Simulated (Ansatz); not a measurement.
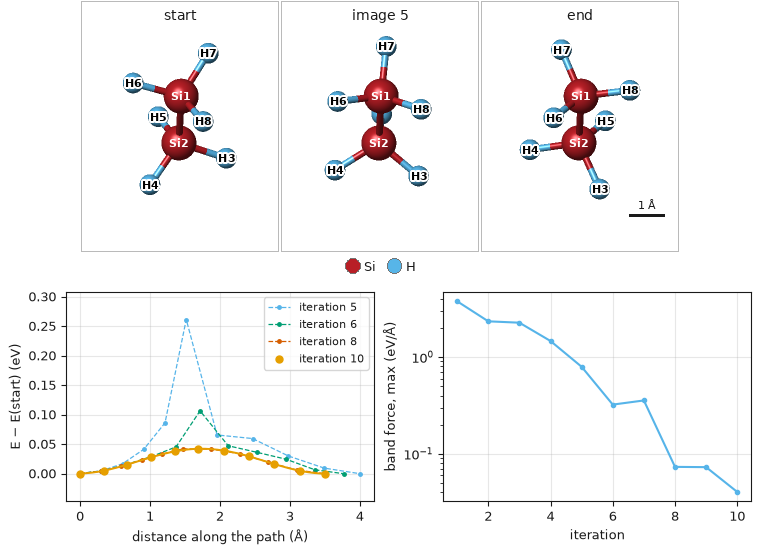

A nudged-elastic-band calculation for Si₂H₆. Images are numbered from 0 (start) to 10 (end). The plot follows the band through its iterations. Style: ball-and-stick. Shown from a free direction.

The calculation used Ansatz 0.2.0, RKS PBE0-D4/cc-pVDZ. Set-up: 9 movable images; climbing image; force threshold 0.05 eV/Å; iteration limit 60; starting path through a guess of the saddle point.

> Did the band converge, and can the barrier be trusted?

The result is final at these settings. The band converged in 10 iterations. The largest component of the band force went from 3.8 to 0.04 eV/Å. The climbing image converged on the top of the path. Its vibrational analysis gives one imaginary mode (122i cm⁻¹), as a transition state must have. The first iteration put the highest image at 3.053 eV. The two ends have nearly the same energy, and the highest point, image 5, lies 0.042 eV above the start.

Cost: 2.2 min on 1 thread of Intel(R) Xeon(R) Platinum 8488C (Sapphire Rapids), on a shared host, peak memory 0.14 GiB.
